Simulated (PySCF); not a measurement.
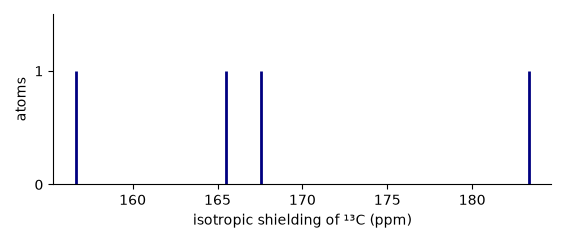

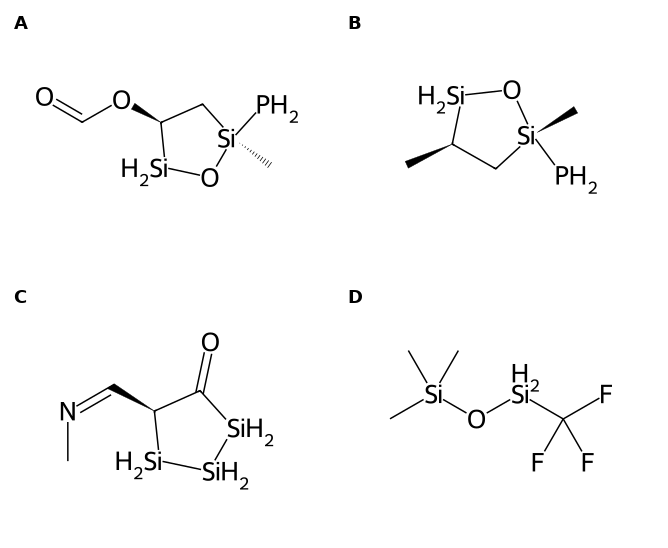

The sticks are computed shieldings of one of the molecules, for one fixed geometry (GFN2-xTB) without averaging over rotations. Low shielding means a high chemical shift. Method: GIAO PBE0/pcSseg-1 NMR shielding, non-relativistic, gas phase (PySCF 2.14.0).

Match the spectrum to a structure.

Answer. B, `C[C@@H]1C[Si@@](C)(P)O[SiH2]1`. Its 4 C atoms give lines at 156.7, 165.5, 167.5, 183.3 ppm.

The geometry is semi-empirical. Around P, Si such bond lengths and angles can be off by a tenth of an ångström or more and by several degrees, and values that hang on the shape move with them.
